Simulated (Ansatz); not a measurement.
# Phonons of LiW2 in the C11b ordering

Question: is the lattice of LiW2 in the C11b ordering stable, and if so, what are its coupling constant and resistivity?

Program: Ansatz 0.2.0. Level of theory: DFT PBE, scalar-relativistic, plane waves, PAW. Results are calculated unless marked as measured.

The structure was built from a prototype and need not be the compound's stable phase.

### Step 1. Starting point

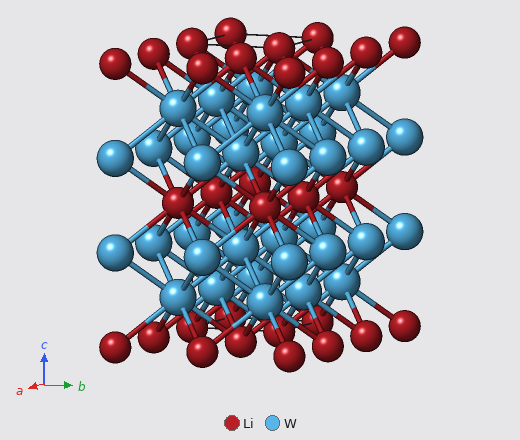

Start, viewed slightly off an axis; lithium red, tungsten blue. 3×2×1 cells are drawn. This picture shows the conventional cell, with its axes. Some periodic images of atoms are drawn too.

Coordinates:

```cif
data_structure
_symmetry_space_group_name_H-M 'I4/mmm'
_symmetry_Int_Tables_number 139
_cell_length_a 3.2775
_cell_length_b 3.2775
_cell_length_c 9.8324
_cell_angle_alpha 90.000
_cell_angle_beta 90.000
_cell_angle_gamma 90.000
_cell_volume 105.62
loop_
_atom_site_label
_atom_site_type_symbol
_atom_site_symmetry_multiplicity
_atom_site_Wyckoff_symbol
_atom_site_fract_x
_atom_site_fract_y
_atom_site_fract_z
_atom_site_occupancy
Li1 Li 2 a 0.00000 0.00000 0.00000 1
W1 W 4 e 0.00000 0.00000 0.33333 1
```

### Step 2. Rough relaxation

Large forces or a large pressure at the start call for a first relaxation with loose thresholds.

input.yaml reads:

```yaml
crystal:
  lattice:
    - [3.27747, 0.0, 0.0]
    - [0.0, 3.27747, 0.0]
    - [1.63873, 1.63873, 4.9162]
  atoms:
    - { symbol: Li, position: [0.0, 0.0, 0.0] }
    - { symbol: W, position: [0.66666667, 0.66666667, 0.66666667] }
    - { symbol: W, position: [0.33333333, 0.33333333, 0.33333333] }
kpoints:
  mp_grid: { grid: [6, 6, 6] }
hamiltonian:
  xc: pbe
scf:
  occupations: { method: gaussian, width: 0.1 }
output:
  forces: true
  stress: true
  eigenvalues: true
relax:
  adjacent_minimum: "off"
  f_tol: 0.05
  max_steps: 80
  cell: { stress_tol: 0.5 }
```

Command:

```
ansatz run input.yaml --threads 4 --pin off --max-ram 8192MiB --backend cpu --events-out ev --progress --plain --runs-dir out
```

Numbers of over 12 decimals in the logs are rounded to 6 here.

The log of the run:

```text
The last accepted step is kept in <dir> (removed where the run ends without a failure and the disk answers)
Engine: ansatz 0.2.0, x86_64-unknown-linux-gnu
Pseudopotentials: kind: paw
Pseudopotential: Li, paw, valence charge 3, recommended cutoff 420 eV (normal), Li.paw.azcp
Pseudopotential: W, paw, valence charge 14, recommended cutoff 420 eV (normal), W.paw.azcp
Functional definition: PBE
  parameter kappa = 0.804
  parameter beta = 0.066725
  exchange = pbe_x(kappa = kappa, mu = beta*pi^2/3)
  correlation = pbe_c(beta = beta)
Crystal: 3 atoms, lattice volume = 52.809 Å³
Basis set: ecut = 420 eV, 997 PW (Γ), exchange–correlation on 48×48×80 points (8 copies of the dense FFT grid, shifted against one another)
Bands: 20, of which v1, the nominal top of the filled ones, is band 16 counted from 1 (15 counted from 0)
Symmetry: 16 space group operations
Space group: I4/mmm (ITA 139), of the structure as read, at distance tolerance 3.8e-5 Å
k-points: 30 of 216
Non-local potential: Li, projectors of the file, l = 0: 3, l = 1: 2, l = 2: 1
Non-local potential: W, projectors of the file, l = 0: 3, l = 1: 2, l = 2: 2, l = 3: 1
PAW form: soft (Blöchl's): semilocal exchange-correlation on the pseudo side does not see the compensation charge
PAW one-centre angular grid: Li, 110 points (default); XC on 64 Gauss nodes
PAW one-centre angular grid: W, 590 points (default); XC on 64 Gauss nodes
Initial density: superposition of atomic densities (neutral atoms: chi_scale 0, normalization atom), corrected by the library's trained network
Initial wavefunctions: pseudopotential atomic-orbital guess
Functional: x = pbe(κ = 0.804, μ = 0.219515), c = pbe(β = 0.066725)
SCF iter   1: F=—  HF=-20971.476961 eV  |F-HF|=—  |Δ(HF+E_count)|=         —  Δρ=8.86e-3  dr2=3.64e-2  ethr=1.77e-3  ⟨swp⟩=4.9  Hψ=2309  notcnv=0
preconditioner: auto → Kerker (q_TF=auto, 2.497 Å⁻¹)  [metal: Δε(μ)=0.001 eV  Ē_g=3.899 eV  σ=0.100 eV  W_gap=0.01  n_scr=10 (ndim 8)  ℏωp=18.4 eV  f_vac=0.000  D(μ)=5.58/eV (n_scr^D=78)]
SCF iter   2: F=—  HF=-20971.474215 eV  |F-HF|=—  |Δ(HF+E_count)|=   2.75e-3  Δρ=5.33e-3  dr2=1.51e-2  ethr=1.17e-4  ⟨swp⟩=1.0  Hψ=840  notcnv=0
SCF iter   3: F=—  HF=-20971.471312 eV  |F-HF|=—  |Δ(HF+E_count)|=   2.90e-3  Δρ=7.33e-4  dr2=3.43e-4  ethr=4.86e-5  ⟨swp⟩=2.0  Hψ=759  notcnv=0
SCF iter   4: F=—  HF=-20971.471246 eV  |F-HF|=—  |Δ(HF+E_count)|=   6.65e-5  Δρ=1.87e-4  dr2=1.97e-5  ethr=1.11e-6  ⟨swp⟩=2.1  Hψ=774  notcnv=0
SCF iter   5: F=—  HF=-20971.471234 eV  |F-HF|=—  |Δ(HF+E_count)|=   1.14e-5  Δρ=4.35e-5  dr2=1.24e-6  ethr=6.34e-8  ⟨swp⟩=2.4  Hψ=927  notcnv=0
SCF iter   6: F=-20971.471234 eV  HF=-20971.471234 eV  |F-HF|=4.74e-9  |Δ(HF+E_count)|=   1.49e-7  Δρ=1.09e-5  dr2=5.42e-8  ethr=3.23e-10  ⟨swp⟩=5.8  Hψ=2575  notcnv=0
SCF 1 converged in 6 iterations: F = -20971.471234 eV  dr2 = 5.42e-8
  greatest PAW one-centre occupation: 1.000 electrons in one spin orbital (limit 2), on the Li atom at site 0 (counted from 0), in its partial waves of l = 0
relax step   1: F+E_penalty+E_count = -20971.47123419 eV  Δ(F+E_penalty+E_count) = +0.000e0 eV  max|allowed force component| = 2.287e0 eV/Å  Δτ_max = 0.0000 Å  P = -21.902 GPa  Ω = 52.809 Å³  (6 SCF iters, dr2 threshold 1.00e-7 eV, accepted)
Crystal: 3 atoms, lattice volume = 48.046 Å³
Basis set: ecut = 420 eV, 955 PW (Γ), exchange–correlation on 48×48×80 points (8 copies of the dense FFT grid, shifted against one another)
Initial density: handed on by an earlier stage of this run
Initial wavefunctions: those handed on with the density
iter 1 solved again at ethr=1.14e-3 eV; its pass at ethr=3.10e-3 eV (dr2=3.54e-1 eV) is discarded
SCF iter   1: F=—  HF=-20972.428371 eV  |F-HF|=—  |Δ(HF+E_count)|=         —  Δρ=1.76e-2  dr2=3.54e-1  ethr=1.14e-3  ⟨swp⟩=1.0  Hψ=3303  notcnv=0
preconditioner: auto → Kerker (q_TF=auto, 2.536 Å⁻¹)  [metal: Δε(μ)=0.017 eV  Ē_g=4.706 eV  σ=0.100 eV  W_gap=0.10  n_scr=10 (ndim 8)  ℏωp=19.3 eV  f_vac=0.000  D(μ)=5.98/eV (n_scr^D=78)]
SCF iter   2: F=—  HF=-20972.382453 eV  |F-HF|=—  |Δ(HF+E_count)|=   4.59e-2  Δρ=1.02e-2  dr2=1.26e-1  ethr=1.14e-3  ⟨swp⟩=1.5  Hψ=617  notcnv=0
SCF iter   3: F=—  HF=-20972.356748 eV  |F-HF|=—  |Δ(HF+E_count)|=   2.57e-2  Δρ=1.50e-3  dr2=1.83e-3  ethr=4.07e-4  ⟨swp⟩=2.0  Hψ=880  notcnv=0
SCF iter   4: F=—  HF=-20972.356350 eV  |F-HF|=—  |Δ(HF+E_count)|=   3.98e-4  Δρ=3.94e-4  dr2=9.76e-5  ethr=5.90e-6  ⟨swp⟩=2.0  Hψ=841  notcnv=0
SCF iter   5: F=—  HF=-20972.356335 eV  |F-HF|=—  |Δ(HF+E_count)|=   1.49e-5  Δρ=8.43e-5  dr2=4.28e-6  ethr=3.15e-7  ⟨swp⟩=2.0  Hψ=812  notcnv=0
SCF iter   6: F=-20972.356334 eV  HF=-20972.356334 eV  |F-HF|=1.80e-8  |Δ(HF+E_count)|=   6.61e-7  Δρ=2.10e-5  dr2=2.07e-7  ethr=9.68e-10  ⟨swp⟩=6.7  Hψ=2714  notcnv=0
SCF 2 converged in 6 iterations: F = -20972.356334 eV  dr2 = 2.07e-7
relax step   2: F+E_penalty+E_count = -20972.35633401 eV  Δ(F+E_penalty+E_count) = -8.851e-1 eV  max|allowed force component| = 4.079e-1 eV/Å  Δτ_max = 0.1233 Å  P = -2.599 GPa  Ω = 48.046 Å³  energy of the carried Pulay correction = +1.058e-3 eV  (6 SCF iters, dr2 threshold 3.00e-7 eV, accepted)
Crystal: 3 atoms, lattice volume = 47.770 Å³
iter 1 solved again at ethr=4.92e-5 eV; its pass at ethr=3.10e-3 eV (dr2=1.53e-2 eV) is discarded
SCF iter   1: F=—  HF=-20972.504358 eV  |F-HF|=—  |Δ(HF+E_count)|=         —  Δρ=8.36e-3  dr2=1.53e-2  ethr=4.92e-5  ⟨swp⟩=1.0  Hψ=3758  notcnv=0
preconditioner: auto → Kerker (q_TF=auto, 2.539 Å⁻¹)  [metal: Δε(μ)=0.003 eV  Ē_g=4.779 eV  σ=0.100 eV  W_gap=0.02  n_scr=10 (ndim 8)  ℏωp=19.4 eV  f_vac=0.000  D(μ)=4.77/eV (n_scr^D=60)]
SCF iter   2: F=—  HF=-20972.503617 eV  |F-HF|=—  |Δ(HF+E_count)|=   7.42e-4  Δρ=4.93e-3  dr2=6.43e-3  ethr=4.92e-5  ⟨swp⟩=1.0  Hψ=600  notcnv=0
SCF iter   3: F=—  HF=-20972.503125 eV  |F-HF|=—  |Δ(HF+E_count)|=   4.92e-4  Δρ=6.21e-4  dr2=2.24e-4  ethr=2.07e-5  ⟨swp⟩=1.1  Hψ=602  notcnv=0
SCF iter   4: F=—  HF=-20972.503085 eV  |F-HF|=—  |Δ(HF+E_count)|=   4.00e-5  Δρ=1.36e-4  dr2=1.09e-5  ethr=7.23e-7  ⟨swp⟩=2.2  Hψ=763  notcnv=0
SCF iter   5: F=—  HF=-20972.503084 eV  |F-HF|=—  |Δ(HF+E_count)|=   1.02e-6  Δρ=2.79e-5  dr2=3.68e-7  ethr=3.52e-8  ⟨swp⟩=2.0  Hψ=786  notcnv=0
SCF iter   6: F=-20972.503084 eV  HF=-20972.503084 eV  |F-HF|=6.05e-9  |Δ(HF+E_count)|=   5.50e-9  Δρ=6.85e-6  dr2=2.78e-8  ethr=9.68e-10  ⟨swp⟩=4.5  Hψ=2119  notcnv=0
the search or the solves at the SCF's close seem to have found levels that the self-consistency loop had missed (the run counts 2). By its estimate they hold under 1e-12 electrons; where the run keeps them, the occupations were computed again with them
SCF 3 converged in 6 iterations: F = -20972.503084 eV  dr2 = 2.78e-8
relax step   3: F+E_penalty+E_count = -20972.50308380 eV  Δ(F+E_penalty+E_count) = -1.467e-1 eV  max|allowed force component| = 5.485e-1 eV/Å  Δτ_max = 0.0349 Å  P = -1.637 GPa  Ω = 47.770 Å³  energy of the carried Pulay correction = +1.122e-3 eV  (6 SCF iters, dr2 threshold 3.00e-7 eV, accepted)
[...]
relax step   4: F+E_penalty+E_count = -20972.62058149 eV  Δ(F+E_penalty+E_count) = -1.175e-1 eV  max|allowed force component| = 5.271e-1 eV/Å  Δτ_max = 0.0621 Å  P = -1.420 GPa  Ω = 45.938 Å³  energy of the carried Pulay correction = +1.559e-3 eV  (6 SCF iters, dr2 threshold 3.00e-7 eV, accepted)
[...]
relax step   5: F+E_penalty+E_count = -20972.64574330 eV  Δ(F+E_penalty+E_count) = -2.516e-2 eV  max|allowed force component| = 1.741e-1 eV/Å  Δτ_max = 0.0952 Å  P = +4.484 GPa  Ω = 43.369 Å³  energy of the carried Pulay correction = +2.199e-3 eV  (6 SCF iters, dr2 threshold 3.00e-7 eV, accepted)
[...]
relax step   6: F+E_penalty+E_count = -20972.67338493 eV  Δ(F+E_penalty+E_count) = -2.764e-2 eV  max|allowed force component| = 1.584e-2 eV/Å  Δτ_max = 0.0161 Å  P = +0.437 GPa  Ω = 44.375 Å³  energy of the carried Pulay correction = +1.945e-3 eV  (6 SCF iters, dr2 threshold 3.00e-7 eV, accepted)
[...]
relax step   7: F+E_penalty+E_count = -20972.67462372 eV  Δ(F+E_penalty+E_count) = -1.239e-3 eV  max|allowed force component| = 3.296e-3 eV/Å  Δτ_max = 0.0039 Å  P = -0.130 GPa  Ω = 44.534 Å³  energy of the carried Pulay correction = +1.905e-3 eV  (6 SCF iters, dr2 threshold 3.00e-7 eV, accepted)
Basis set: ecut = 420 eV, 881 PW (Γ), exchange–correlation on 48×48×64 points (8 copies of the dense FFT grid, shifted against one another)
Initial wavefunctions: pseudopotential atomic-orbital guess (no wavefunctions were taken with the density)
iter 1 solved again at ethr=4.85e-8 eV; its pass at ethr=3.10e-3 eV (dr2=1.50e-5 eV) is discarded
SCF iter   1: F=—  HF=-20972.673606 eV  |F-HF|=—  |Δ(HF+E_count)|=         —  Δρ=2.67e-4  dr2=3.85e-6  ethr=4.85e-8  ⟨swp⟩=3.1  Hψ=4049  notcnv=0
preconditioner: auto → Kerker (q_TF=auto, 2.568 Å⁻¹)  [metal: Δε(μ)=0.006 eV  Ē_g=4.871 eV  σ=0.100 eV  W_gap=0.03  n_scr=10 (ndim 8)  ℏωp=20.1 eV  f_vac=0.000  D(μ)=4.43/eV (n_scr^D=52)]
SCF iter   2: F=—  HF=-20972.673594 eV  |F-HF|=—  |Δ(HF+E_count)|=   1.25e-5  Δρ=1.42e-4  dr2=1.07e-6  ethr=1.24e-8  ⟨swp⟩=1.0  Hψ=600  notcnv=0
SCF iter   3: F=—  HF=-20972.673601 eV  |F-HF|=—  |Δ(HF+E_count)|=   6.85e-6  Δρ=5.81e-6  dr2=6.19e-9  ethr=3.45e-9  ⟨swp⟩=3.0  Hψ=1087  notcnv=0
iter 4 did not close the SCF: its close was put off for the readings that it lacked (scf_convergence_deferred on its scf_iter line)
SCF iter   4: F=-20972.673601 eV  HF=-20972.673601 eV  |F-HF|=7.64e-11  |Δ(HF+E_count)|=  6.55e-10  Δρ=6.58e-7  dr2=1.70e-10  ethr=2.00e-11  ⟨swp⟩=2.0  Hψ=787  notcnv=0
iter 5 did not close the SCF: its close was put off for the readings that it lacked (scf_convergence_deferred on its scf_iter line)
SCF iter   5: F=-20972.673601 eV  HF=-20972.673601 eV  |F-HF|=3.64e-12  |Δ(HF+E_count)|=  2.91e-11  Δρ=1.51e-7  dr2=1.25e-11  ethr=1.00e-12  ⟨swp⟩=1.7  Hψ=801  notcnv=0
SCF iter   6: F=-20972.673601 eV  HF=-20972.673601 eV  |F-HF|=3.64e-12  |Δ(HF+E_count)|=  7.28e-12  Δρ=3.88e-8  dr2=8.48e-13  ethr=1.00e-12  ⟨swp⟩=1.5  Hψ=1347  notcnv=0
SCF 8 converged in 6 iterations: F = -20972.673601 eV  dr2 = 8.48e-13
relax step   8: F+E_penalty+E_count = -20972.67360084 eV  Δ(F+E_penalty+E_count) = +1.023e-3 eV  max|allowed force component| = 3.126e-3 eV/Å  Δτ_max = 0.0000 Å  P = -0.139 GPa  Ω = 44.534 Å³  stress off target by 2.27e-1 GPa  SCF on the basis re-selected at this cell (its energy is not comparable with the rows above)  (6 SCF iters)
basis re-selected at this cell: Δ(F+E_penalty+E_count) = +1.023e-3 eV, ΔP = -0.010 GPa vs the last step (what re-selecting the basis moved, of the pressure what is left beyond the Pulay correction that the steps carried, after the strain that the cell walked since its last selection, with what the two solves' SCF thresholds leave and, on support functions, any second-order correction that the steps lacked; it is no measure of the basis error at this ecutwfc). The dense FFT grid was sized anew with the basis: this SCF ran on 24×24×32 points, the steps before it on 24×24×40, so part of this shift can come from that change (see relax.cell in the input reference). [rest of the remark cut]
SCF converged after 6 iterations
Free energy (F): -20972.673601 eV
Harris-Foulkes:  -20972.673601 eV  (|F-HF|=3.64e-12)
Internal energy: -20972.651427 eV  (E = F + TS)
E sigma→0 (E₀):  -20972.662514 eV
Entropy (-TS):   -0.022174 eV (-7.391 meV/atom)
Fermi energy:    16.331242 eV
--- Per-component energies (eV) ---
  E_band       = -362.660143
  E_kinetic    = 920.150829
  E_local      = -1749.037683  (includes V_loc(G=0)·N_el)
  E_nonlocal   = -28.735507
  E_hartree    = 623.433679
  E_xc         = -542.779607
  E_vxc        = -489.096348  (∫ρ·V_xc dr)
  E_paw        = -17146.414760  (= ΣΔE_a)
  E_vpaw       = -262.808695  (= ΣTr[D̂ρ^β])
  E_aug_tail   = -0.000094  (compensation charges beyond the density's cutoff)
  E_ewald      = -3049.268285
  E_smearing   = -0.022174  (= −TS)
  E_closure    = 0.000000  (closes the sum)
  Σ components = -20972.673601   (vs F -20972.673601, Δ=0.00e0)
--- Forces (eV/Å), atoms counted from 1 ---
  atom   1  Li    -0.00000000     0.00000000     0.00000000
  atom   2  W      0.00000000     0.00000000    -0.00312630
  atom   3  W     -0.00000000    -0.00000000     0.00312630
  max |Σ_I F_I| component: 8.67e-19 eV/Å
--- Stress (GPa, compression-positive) ---
       -0.226572       0.000000      -0.000000
        0.000000      -0.226572      -0.000000
       -0.000000      -0.000000       0.035475
  P = ⅓ Tr σ = -0.1392 GPa (-1.392 kbar)
--- Band table (eV; the first three rows and the last of 30) ---
  k-point 0: bands = [... 12 lower, 15.4686, 15.6639, 16.4385, 16.4385, 16.7168, 17.0116, 17.0116, 20.7620]
  k-point 1: bands = [... 12 lower, 15.1956, 15.7142, 16.0785, 16.0785, 17.0206, 17.5850, 17.5850, 20.6405]
  k-point 2: bands = [... 12 lower, 14.3547, 15.7294, 15.7294, 15.8208, 17.6328, 18.5384, 18.5384, 20.3958]
  k-point 29: bands = [... 12 lower, 13.7440, 15.1492, 15.7680, 16.4797, 19.0729, 19.3098, 19.3821, 19.5219]
--- Relaxed structure (7 steps of the walk, 7 accepted, 1 SCFs on fresh bases) ---
  F+E_penalty+E_count = -20972.67360084 eV   max|allowed force component| = 3.126e-3 eV/Å   (the final SCF, on the basis selected at the relaxed cell)
  cell:  # Å, volume = 44.5339 Å³
    - [3.309252, -4.278792888277436e-13, 1.6828303949471753e-6]
    - [-4.278792888406746e-13, 3.309252, 1.6828303949726049e-6]
    - [1.654624, 1.654624, 4.066599]
  atoms:
    - { symbol: Li, position: [4.704777593284793e-19, 4.70478095840326e-19, -9.40956281125094e-19] }
    - { symbol: W, position: [0.668808, 0.668808, 0.662385] }
    - { symbol: W, position: [0.331192, 0.331192, 0.337615] }
```

Elapsed: 3.6 s, on 4 threads of Intel Xeon Platinum 8488C (Sapphire Rapids), shared host; peak memory 0.42 GiB; 12 s of CPU time.

The steps of the relaxation:

```
step  energy less that of the first step (eV)  largest force component (eV/Å)  pressure (GPa)  volume (Å³)
   1                                   0.0000                          2.2875          -21.90        52.81
   2                                  -0.8851                          0.4079           -2.60        48.05
   3                                  -1.0318                          0.5485           -1.64        47.77
   4                                  -1.1493                          0.5271           -1.42        45.94
   5                                  -1.1745                          0.1741            4.48        43.37
   6                                  -1.2022                          0.0158            0.44        44.37
   7                                  -1.2034                          0.0033           -0.13        44.53
  8*                                  -1.2024                          0.0031           -0.14        44.53
```

Relaxation steps marked * repeat the geometry before them on a plane-wave basis chosen anew for their cell, so energy and pressure can jump there.

Forces are held to the 16 operations that the run works with; a distortion that breaks them can't arise in this run.

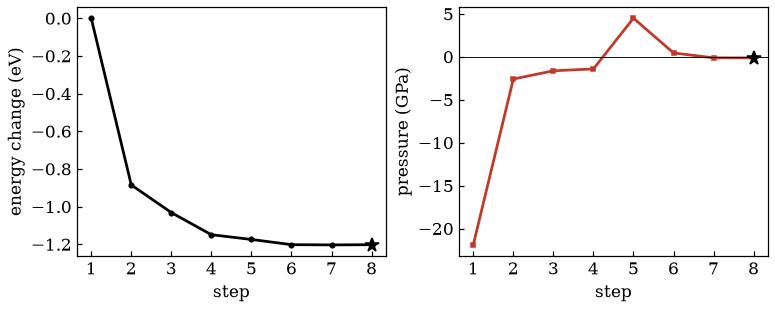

Energy and pressure along the relaxation. Stars mark steps on a basis chosen anew.

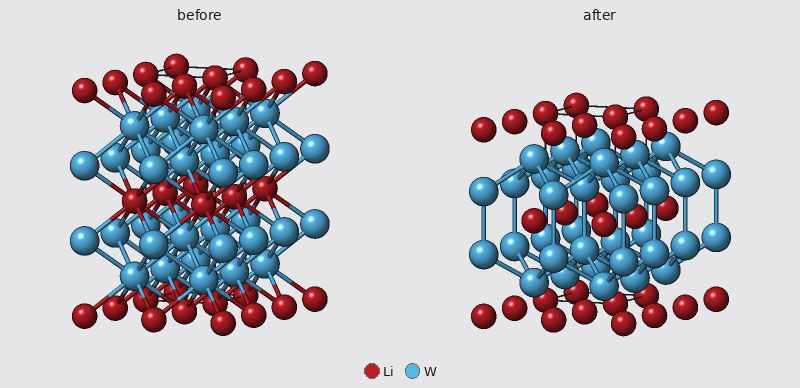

Before and after, at one scale.

```csv
cell as run,before,after,change
a (Å),3.277,3.309,+1.0 %
b (Å),3.277,3.309,+1.0 %
c (Å),5.435,4.692,-13.7 %
α (°),72.45,69.35,-4.3 %
β (°),72.45,69.35,-4.3 %
volume (Å³/atom),17.60,14.84,-15.7 %
```

The atoms that moved most (Å, as changes of fractional coordinates times the final cell):

```csv
atom,dx,dy,dz,length
W3,0.000,0.000,0.017,0.017
W2,0.000,0.000,-0.017,0.017
```

The relaxed structure:

```xyz
3
Lattice="3.3093 0.0000 0.0000 0.0000 3.3093 0.0000 1.6546 1.6546 4.0666" Properties=species:S:1:pos:R:3 pbc="T T T"
Li    0.0000    0.0000    0.0000
W     3.3093    3.3093    2.6937
W     1.6546    1.6546    1.3729
```

Numbers from this step:

```
pressure          : -0.1392 GPa
volume per atom   : 14.84 Å³
metallic on mesh  : yes
gap on the k-mesh : 0 eV
```

The largest force is now 0.0031 eV/Å and the largest stress component 0.23 GPa.

### Step 3. Relaxing cell and atoms

Lattice constant and positions set the bands and the force constants, so the cell is relaxed first.

input.yaml, the sections that differ from step 2:

```yaml
crystal:
  lattice:
    - [3.3092523152, 0.0, 1.6828e-06]
    - [0.0, 3.3092523152, 1.6828e-06]
    - [1.6546240896, 1.6546240896, 4.0665994953]
  atoms:
    - { symbol: Li, position: [0.0, 0.0, 0.0] }
    - { symbol: W, position: [0.6688075057, 0.6688075057, 0.6623849887] }
    - { symbol: W, position: [0.3311924943, 0.3311924943, 0.3376150113] }
kpoints:
  mp_grid: { grid: [10, 10, 10] }
relax:
  adjacent_minimum: "off"
  f_tol: 0.005
  max_steps: 80
  cell: { stress_tol: 0.05 }
# hamiltonian, scf, output: as in step 2
```

The log of the run:

```text
[the first part of the log is left out]
  E_vxc        = -489.098554  (∫ρ·V_xc dr)
  E_paw        = -17146.390553  (= ΣΔE_a)
  E_vpaw       = -262.783669  (= ΣTr[D̂ρ^β])
  E_aug_tail   = -0.000084  (compensation charges beyond the density's cutoff)
  E_ewald      = -3045.891086
  E_smearing   = -0.022451  (= −TS)
  E_closure    = 0.000000  (closes the sum)
  Σ components = -20972.692455   (vs F -20972.692455, Δ=0.00e0)
--- Forces (eV/Å), atoms counted from 1 ---
  atom   1  Li     0.00000000     0.00000000     0.00000000
[...]
P = ⅓ Tr σ = -0.0059 GPa (-0.059 kbar)
--- Band table (eV; the first three rows and the last of 102) ---
[...]
--- Relaxed structure (4 steps of the walk, 4 accepted, 1 SCFs on fresh bases) ---
[...]
cell:  # Å, volume = 44.5648 Å³
    - [3.300955, -4.2680550052855074e-13, 1.6786127702870915e-6]
    - [-4.2680550052865964e-13, 3.300955, 1.6786127702873081e-6]
    - [1.650475, 1.650475, 4.089900]
  atoms:
    - { symbol: Li, position: [0, 0, 0] }
    - { symbol: W, position: [0.669515, 0.669515, 0.660971] }
    - { symbol: W, position: [0.330485, 0.330485, 0.339029] }
```

The job ended after 4.9 s (4 threads; peak memory 0.47 GiB; 17 s of CPU time).

Step by step:

| step | energy less that of the first step (eV) | largest force component (eV/Å) | pressure (GPa) | volume (Å³) |
| --- | --- | --- | --- | --- |
| 1 | 0.0000 | 0.1046 | -0.16 | 44.53 |
| 2 | -0.0012 | 0.0624 | 0.55 | 44.46 |
| 3 | -0.0013 | 0.0233 | -0.34 | 44.64 |
| 4 | -0.0015 | 0.0012 | -0.01 | 44.56 |
| 5 | -0.0015 | 0.0012 | -0.01 | 44.56 |

The log counts 1 steps on a newly chosen plane-wave basis, not all of them marked here; energy and pressure can jump at such steps.

| conventional cell, symmetrised | before | after | change |
| --- | --- | --- | --- |
| a (Å) | 3.309 | 3.301 | -0.3 % |
| b (Å) | 3.309 | 3.301 | -0.3 % |
| c (Å) | 8.133 | 8.180 | +0.6 % |
| volume (Å³/atom) | 14.84 | 14.85 | +0.1 % |

The relaxed structure:

```
Li W
1.0
     3.30095    0.00000    0.00000
     0.00000    3.30095    0.00000
     1.65048    1.65048    4.08990
Li W
1 2
Direct
  0.00000 0.00000 0.00000
  0.66951 0.66951 0.66097
  0.33049 0.33049 0.33903
```

This step gave:

```yaml
pressure: -0.005918 GPa
volume_per_atom: 14.85 Å³
```

The largest force is now 0.0012 eV/Å and the largest stress component 0.0075 GPa.

(Continued in part 2 of 3.)

[Logs are printed without paths, hosts, clocks, repeated set-up lines and the standing remarks that a program may print on its own settings, such as how far it seeks lower states.]

[Hosts, paths, dates, database ids (printed as entryN), source tags and the programs' standing remarks are cut or masked in the printed files.]
